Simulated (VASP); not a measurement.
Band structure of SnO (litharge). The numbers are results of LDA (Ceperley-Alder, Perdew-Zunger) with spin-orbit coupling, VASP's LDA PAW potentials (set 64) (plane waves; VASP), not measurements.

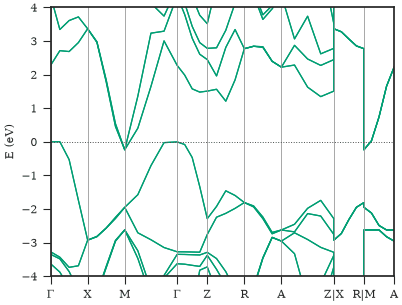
Fig. 1. Bands along high-symmetry lines, zero at the valence-band maximum or, without a gap, the Fermi level

Task: Read the plot: is there a gap, and where are the band edges?

Result: It has no gap at this level: it comes out as a metal or semimetal.

Measured: gap 0.70 eV (computed value off by -0.70 eV), as given by David Waroquiers et al., Physical Review B (2013), arXiv:1302.6756.

The compound is SnO in the litharge structure. It was relaxed first, which changed the volume by -6 %.
